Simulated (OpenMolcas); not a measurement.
Single-point calculation of AlH (part 2 of 2)

Continued. System: AlH. Method: CISD/6-311G, RHF (OpenMolcas 26.06). A bond length was changed on purpose from its optimised value.

Geometry of the input (Å):
```
Al -0.0000  0.0000  -1.2742
H  0.0000  -0.0000  1.6391
```

### Output, continued
```
      NUMBER OF VALENCE STATES               1
      NUMBER OF DOUBLET COUPLED SINGLES      2
      NUMBER OF TRIPLET COUPLED DOUBLES      1
      NUMBER OF SINGLET COUPLED DOUBLES      3

      COEFFICIENTS FOR DIAG       22
      TIME FOR DIAG                0

      COEFFICIENTS FOR ABCI       10
      MAXIMUM NUMBER OF ELEMENTS     3
      TIME FOR ABCI                0

      COEFFICIENTS FOR IJKL       17
      TIME FOR IJKL                0

      COEFFICIENTS FOR AIBJ       36
      DIFFERENT TYPES        1        3        4       12        1        3        6
      TIME FOR AIBJ                0

      COEFFICIENTS FOR AIJK       34
      TIME FOR AIJK                0

      COEFFICIENTS FOR IJ          9

      COEFFICIENTS FOR AI         12
      TIME FOR ONEEL               0
--- Stop Module: guga /rc=_RC_ALL_IS_WELL_ ---

--- Start Module: cpf ---

                                                &CPF

                       available to each process: 1.9 GB of memory, 1 thread

      ************************************************************************************************************************
      *                                                        Title:                                                        *
      *                                                ( No title was given )                                                *
      ************************************************************************************************************************

      Cartesian coordinates in angstrom:
      -----------------------------------------------------
      No.  Label        X            Y            Z
      -----------------------------------------------------
       1   AL1        0.00000000   0.00000000  -1.27419000
       2   H2         0.00000000   0.00000000   1.63911000
      -----------------------------------------------------
      Nuclear repulsion energy =    2.36134409

      This is an  S D C I  calculation

      ONE-ELECTRON BASIS:
      ----------------------------

      Symmetry species                                   1

      Orbitals pre-frozen in MOTRA               5       5
      Orbitals used by this program             19      19
      Pre-deleted in MOTRA                       0       0
      Sum: No. of basis functions               24      24

      ORBITAL SPECIFICATION:
      -------------------------------

      Orbitals frozen here                       0       0
      Inactive orbitals                          2       2
      Active orbitals                            0       0
      Additional valence orbitals                0       0
      Virtual orbitals                          17      17
      Orbitals deleted here                      0       0
      Sum: Total no. of orbitals                19      19

      WAVE FUNCTION SPECIFICATION:
      ----------------------------

      Number of electrons in CI                  4
      Internal orbitals in CI                    2
      External orbitals in CI                   17
      Number of irreps                           1
      Spin quantum number                      0.0
      State symmetry                             1

      REFERENCE STATE:
      ------------------------------

      Number of reference states                 1
      One closed shell reference state

      OPTIONS:
      --------

      Print parameter                            5
      Pulay diagonalization
      First order interacting space

      INTERNAL CONFIGURATIONS

      NUMBER OF VALENCE STATES               1
      NUMBER OF DOUBLET COUPLED SINGLES      2
      NUMBER OF TRIPLET COUPLED DOUBLES      1
      NUMBER OF SINGLET COUPLED DOUBLES      3

      FULL-SPACE CONFIGURATIONS (FORMAL)

      NUMBER OF VALENCE STATES               1
      NUMBER OF DOUBLET COUPLED SINGLES     34
      NUMBER OF TRIPLET COUPLED DOUBLES    136
      NUMBER OF SINGLET COUPLED DOUBLES    459

      FULL-SPACE CONFIGURATIONS (REAL)

      NUMBER OF VALENCE STATES               1
      NUMBER OF DOUBLET COUPLED SINGLES     34
      NUMBER OF TRIPLET COUPLED DOUBLES    136
      NUMBER OF SINGLET COUPLED DOUBLES    459

      FORMAL NUMBER OF CONFIGURATIONS     630
        REAL NUMBER OF CONFIGURATIONS     630
  NUMBER OF TWO-ELECTRON INTEGRALS:                18145

      STATISTICS FOR INTEGRALS, FIRST ENTRY 10**3-10**4

               0         0         0        16       264
             949      2707      2751      1336       332
              53         5         0         0         0
               0         0         0         0         0

      REFERENCE ENERGY     -242.36552547
  ITER      TOTAL ENERGY          CORR ENERGY           DECREASE
   1        -242.36552547           0.00000000        -242.36552547
   2        -242.41975136          -0.05422589          -0.05422589
   3        -242.42748897          -0.06196350          -0.00773761
   4        -242.42976521          -0.06423974          -0.00227624
   5        -242.43072177          -0.06519629          -0.00095656
   6        -242.43120267          -0.06567719          -0.00048090
   7        -242.43180931          -0.06628384          -0.00060665
   8        -242.43181119          -0.06628572          -0.00000188
   9        -242.43181154          -0.06628607          -0.00000035

     CALCULATION CONVERGED

     FINAL CI ENERGY          -242.43181154
     FINAL CORRELATION ENERGY   -0.06628607  REFERENCE ENERGY    -242.36552547
     DAVIDSON CORR. ENERGY    -242.44181721
     DAVIDSON CORRECTION        -0.01000567  C0 =     0.932121
     SUM OF SQUARED CPX(BAR)    0.1312

     FIRST ORDER RELATIVISTIC CORRECTIONS
     MASS-VELOCITY               0.00000000
     1-EL DARWIN CONTACT         0.00000000
     TOTAL REL. CORRECTION       0.00000000
     REL. CI ENERGY           -242.43181154
     REL. CI+Q ENERGY         -242.44181721

      PRINTOUT OF CI-COEFFICIENTS LARGER THAN      0.05

      CONFIGURATION      1   COEFFICIENT  0.932121   REFERENCE

      ORBITALS       0  0  1  2
      OCCUPATION     0  0  2  2
      SPIN-COUPLING  0  0  3  3
      SYMMETRY       0  0  1  1

      CONFIGURATION      4   COEFFICIENT  0.054532   DOUBLET

      ORBITALS       0  5  1  2
      OCCUPATION     0  1  1  2
      SPIN-COUPLING  0  1  2  3
      SYMMETRY       0  1  1  1

      CONFIGURATION     21   COEFFICIENT -0.098582   DOUBLET

      ORBITALS       0  5  1  2
      OCCUPATION     0  1  2  1
      SPIN-COUPLING  0  1  3  2
      SYMMETRY       0  1  1  1

      CONFIGURATION    189   COEFFICIENT -0.061686   SINGLET

      ORBITALS       0  3  1  2
      OCCUPATION     0  2  0  2
      SPIN-COUPLING  0  3  0  3
      SYMMETRY       0  1  1  1

      CONFIGURATION    191   COEFFICIENT -0.061686   SINGLET

      ORBITALS       0  4  1  2
      OCCUPATION     0  2  0  2
      SPIN-COUPLING  0  3  0  3
      SYMMETRY       0  1  1  1

      CONFIGURATION    196   COEFFICIENT  0.071802   SINGLET

      ORBITALS       4  6  1  2
      OCCUPATION     1  1  0  2
      SPIN-COUPLING  1  2  0  3
      SYMMETRY       1  1  1  1

      CONFIGURATION    199   COEFFICIENT  0.071802   SINGLET

      ORBITALS       3  7  1  2
      OCCUPATION     1  1  0  2
      SPIN-COUPLING  1  2  0  3
      SYMMETRY       1  1  1  1

      CONFIGURATION    500   COEFFICIENT -0.155662   SINGLET

      ORBITALS       0 19  1  2
      OCCUPATION     0  2  1  1
      SPIN-COUPLING  0  3  1  2
      SYMMETRY       0  1  1  1

      CONFIGURATION    512   COEFFICIENT  0.050828   SINGLET

      ORBITALS       0 19  1  2
      OCCUPATION     0  2  1  1
      SPIN-COUPLING  0  3  1  2
      SYMMETRY       0  1  1  1

      CONFIGURATION    525   COEFFICIENT  0.082432   SINGLET

      ORBITALS       0 19  1  2
      OCCUPATION     0  2  1  1
      SPIN-COUPLING  0  3  1  2
      SYMMETRY       0  1  1  1

++    Molecular orbitals:
      -------------------

      Title:  SDCI natural orbitals

      Molecular orbitals for symmetry species 1: a

          Orbital            1         2         3         4         5         6         7         8         9        10
          Occ. No.          2.0000    2.0000    2.0000    2.0000    2.0000    1.9251    1.8391    0.1581    0.0329    0.0329

        1 AL1    1s         0.4193   -0.1145   -0.0000   -0.0000    0.0007    0.0259   -0.0086    0.0022   -0.0000    0.0000
        2 AL1    1s         0.6456   -0.2992    0.0000    0.0000    0.0019    0.0710   -0.0235    0.0061    0.0000   -0.0000
        3 AL1    1s         0.0093    0.5673    0.0000   -0.0000   -0.0046   -0.1639    0.0543   -0.0161   -0.0000   -0.0000
        4 AL1    1s        -0.0012    0.5534   -0.0000   -0.0000   -0.0017   -0.3009    0.1023   -0.0169    0.0000    0.0000
        5 AL1    1s         0.0005    0.0300   -0.0000   -0.0000    0.0005    0.6420   -0.2473   -0.0157   -0.0000   -0.0000
        6 AL1    1s        -0.0002   -0.0109   -0.0000    0.0000   -0.0003    0.4449   -0.1254    0.1519    0.0000    0.0000
        7 AL1    2px        0.0000    0.0000    0.0481    0.4265    0.0000    0.0000    0.0000   -0.0000    0.0621    0.0946
        8 AL1    2px       -0.0000    0.0000    0.0765    0.6791    0.0000   -0.0000    0.0000   -0.0000    0.1181    0.1797
        9 AL1    2px        0.0000   -0.0000    0.0038    0.0338    0.0000    0.0000   -0.0000    0.0000   -0.2833   -0.4311
       10 AL1    2px        0.0000   -0.0000   -0.0006   -0.0053   -0.0000   -0.0000   -0.0000    0.0000   -0.3354   -0.5103
       11 AL1    2px       -0.0000    0.0000    0.0002    0.0017    0.0000    0.0000    0.0000   -0.0000    0.0101    0.0153
       12 AL1    2py        0.0000   -0.0000    0.4265   -0.0481    0.0000   -0.0000    0.0000   -0.0000   -0.0946    0.0621
       13 AL1    2py       -0.0000    0.0000    0.6791   -0.0765    0.0000   -0.0000    0.0000   -0.0000   -0.1797    0.1181
       14 AL1    2py        0.0000    0.0000    0.0338   -0.0038    0.0000    0.0000   -0.0000    0.0000    0.4311   -0.2833
       15 AL1    2py        0.0000   -0.0000   -0.0053    0.0006   -0.0000    0.0000   -0.0000    0.0000    0.5103   -0.3354
       16 AL1    2py       -0.0000    0.0000    0.0017   -0.0002    0.0000    0.0000    0.0000   -0.0000   -0.0153    0.0101
       17 AL1    2pz        0.0001    0.0016   -0.0000   -0.0000    0.4299   -0.0046   -0.0415   -0.0688   -0.0000   -0.0000
       18 AL1    2pz       -0.0000    0.0041   -0.0000   -0.0000    0.6834   -0.0078   -0.0699   -0.1174   -0.0000   -0.0000
       19 AL1    2pz        0.0000    0.0004   -0.0000   -0.0000    0.0322    0.0107    0.1108    0.2016   -0.0000   -0.0000
       20 AL1    2pz       -0.0000   -0.0000   -0.0000    0.0000   -0.0046    0.0237    0.2720    0.4933    0.0000    0.0000
       21 AL1    2pz       -0.0000   -0.0008   -0.0000   -0.0000    0.0015    0.0266    0.1710    0.2727   -0.0000   -0.0000
       22 H2     1s         0.0000    0.0001   -0.0000   -0.0000   -0.0001    0.0485    0.1560   -0.2101   -0.0000   -0.0000
       23 H2     1s        -0.0000   -0.0003   -0.0000    0.0000    0.0005    0.0870    0.2606   -0.5282   -0.0000   -0.0000
       24 H2     1s         0.0000    0.0015    0.0000   -0.0000   -0.0004    0.0933    0.3877   -0.0880    0.0000    0.0000

          Orbital           11        12        13        14
          Occ. No.          0.0056    0.0043    0.0015    0.0003

        1 AL1    1s         0.0008    0.0314   -0.0023   -0.0024
        2 AL1    1s         0.0019    0.0922   -0.0024   -0.0053
        3 AL1    1s        -0.0018   -0.2837   -0.0291    0.0096
        4 AL1    1s        -0.0221   -0.2393    0.1433    0.0432
        5 AL1    1s         0.1646    1.9415   -0.6449   -0.2624
        6 AL1    1s        -0.2784   -1.7995    0.8962    0.3329
        7 AL1    2px        0.0000    0.0000    0.0000    0.0000
        8 AL1    2px        0.0000    0.0000    0.0000    0.0000
        9 AL1    2px        0.0000   -0.0000    0.0000   -0.0000
       10 AL1    2px       -0.0000   -0.0000   -0.0000   -0.0000
       11 AL1    2px        0.0000    0.0000    0.0000    0.0000
       12 AL1    2py        0.0000    0.0000    0.0000    0.0000
       13 AL1    2py        0.0000    0.0000    0.0000    0.0000
       14 AL1    2py       -0.0000   -0.0000    0.0000   -0.0000
       15 AL1    2py       -0.0000   -0.0000   -0.0000   -0.0000
       16 AL1    2py        0.0000    0.0000    0.0000    0.0000
       17 AL1    2pz        0.1025   -0.0019    0.0608   -0.0988
       18 AL1    2pz        0.2104   -0.0156    0.1412   -0.2457
       19 AL1    2pz       -0.7436    0.0585   -0.6394    1.5224
       20 AL1    2pz       -0.2135   -0.0900    0.2709   -2.2849
       21 AL1    2pz        0.5649    0.1599    0.9164    1.5766
       22 H2     1s        -0.2000    0.0810    0.2671   -0.0031
       23 H2     1s        -0.6677    0.1787    0.7221    0.1575
       24 H2     1s         0.7885   -0.1058   -1.6457   -0.4627
--

++    Molecular charges:
      ------------------

      Mulliken charges per centre and basis function type
      ---------------------------------------------------

                AL1     H2
      1s       5.9130  1.2795
      2px      2.0330  0.0000
      2pz      2.7416  0.0000
      2py      2.0330  0.0000
      Total   12.7205  1.2795

      N-E      0.2795 -0.2795

      Total electronic charge=   14.000000

      Total            charge=    0.000000
--

++    Molecular properties:
      ---------------------

      Dipole Moment (debye):
      Origin of the operator (angstrom)=    0.0000    0.0000   -1.1693
                   X= -2.1415E-15               Y= -2.5106E-15               Z= -4.1228E+00           Total=  4.1228E+00
      Quadrupole Moment (debye*angstrom):
      Origin of the operator (angstrom)=    0.0000    0.0000   -1.1693
                  XX= -1.3305E+01              XY=  6.7096E-17              XZ=  2.5970E-15              YY= -1.3305E+01
                  YZ= -1.7103E-15              ZZ= -2.9534E+01
      In traceless form (debye*angstrom)
                  XX=  8.1147E+00              XY=  1.0064E-16              XZ=  3.8954E-15              YY=  8.1147E+00
                  YZ= -2.5655E-15              ZZ= -1.6229E+01
--

--- Stop Module: cpf /rc=_RC_ALL_IS_WELL_ ---

.##################.
.# Happy landing! #.
.##################.

    Timing: Wall=1.29 User=0.96 System=0.32
```

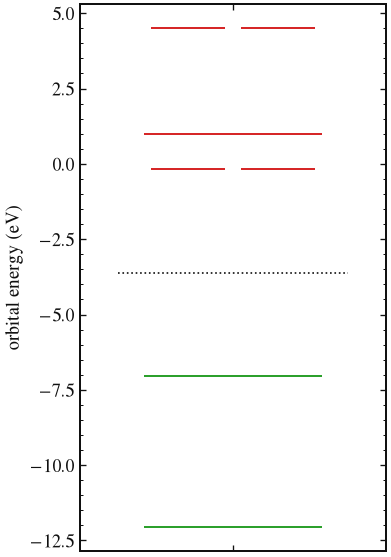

*Orbital energies near the frontier (SCF reference); the dotted line parts filled from empty levels, and levels within 0.02 eV of each other stand side by side.*

Highest filled −7.03 eV, lowest empty −0.18 eV, 6.85 eV apart.
